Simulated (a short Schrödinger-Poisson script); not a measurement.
Structure: MOS inversion layer, SiO2 on p-type Ge(111), at 300 K.

| layer | material | thickness (nm) | Na (cm⁻³) |
|---|---|---|---|
| 1 | SiO2 | 3 | - |
| 2 | Ge | 250 | 5.6e18 |

Constants are typed, rounded textbook-type inputs, not results; the design itself was drawn at random and stands for no fabricated device. SiO2: permittivity 3.9, conduction-band edge (eV) 3.1, gap (eV) 9, electron mass (mₑ) 0.5. Ge: permittivity 16, conduction-band edge (eV) 0, gap (eV) 0.664, Nv at 300 K (cm⁻³) 6e18.

Channel valleys (confinement mass, in-plane density-of-states mass, number): L1 1.59, 0.08, 1; L3 0.09, 0.34, 3. At the gate the conduction-band edge of layer 1 lies 3.29 eV − eVg above the Fermi level of the channel; the field vanishes at the back. Gaps are held at their typed values at every temperature. Mesh 0.03 nm at interfaces.

Solved with a short Schrödinger-Poisson script written for these runs: 1D Poisson equation in equilibrium, electrons quantum, Hartree (BenDaniel-Duke, 12 states a valley, the channel's in-plane mass for all, wave functions free to enter the dielectric), parabolic valleys, classical holes, full ionisation, no traps, pinning or gate leakage.

Only gate voltages with over 1e8 electrons/cm² are shown.

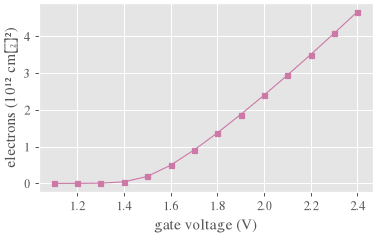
Fig. 1. Sheet density against gate voltage

| Vg (V) | electrons (cm⁻²) | C (μF/cm²) | L1 E0 (meV) | L1 E1 (meV) | L3 E0 (meV) | L3 E1 (meV) |
|---|---|---|---|---|---|---|
| 1.1 | 1.67e8 | 0.560 | 224.0 | 310.8 | 354.2 | 546.9 |
| 1.2 | 1.05e9 | 0.548 | 176.0 | 266.1 | 310.6 | 514.4 |
| 1.3 | 6.86e9 | 0.544 | 127.1 | 220.3 | 265.8 | 480.0 |
| 1.4 | 4.25e10 | 0.583 | 79.2 | 175.4 | 221.7 | 445.2 |
| 1.5 | 1.88e11 | 0.705 | 38.6 | 137.3 | 184.3 | 415.1 |
| 1.6 | 4.94e11 | 0.818 | 9.4 | 110.1 | 157.5 | 393.5 |
| 1.7 | 9.05e11 | 0.879 | -12.1 | 90.4 | 138.1 | 377.8 |
| 1.8 | 1.37e12 | 0.913 | -29.6 | 74.7 | 122.5 | 365.3 |
| 1.9 | 1.87e12 | 0.935 | -44.6 | 61.3 | 109.3 | 354.8 |
| 2 | 2.40e12 | 0.951 | -58.0 | 49.6 | 97.7 | 345.7 |
| 2.1 | 2.94e12 | 0.965 | -70.1 | 39.4 | 87.5 | 337.8 |
| 2.2 | 3.51e12 | 0.977 | -81.0 | 30.3 | 78.4 | 331.0 |
| 2.3 | 4.08e12 | 0.988 | -90.9 | 22.3 | 70.4 | 325.1 |
| 2.4 | 4.67e12 | 0.997 | -100.0 | 15.3 | 63.3 | 320.1 |

Subbands count from the Fermi level.

Only the L valleys are kept; under strong confinement the Δ valleys of Ge fill too.
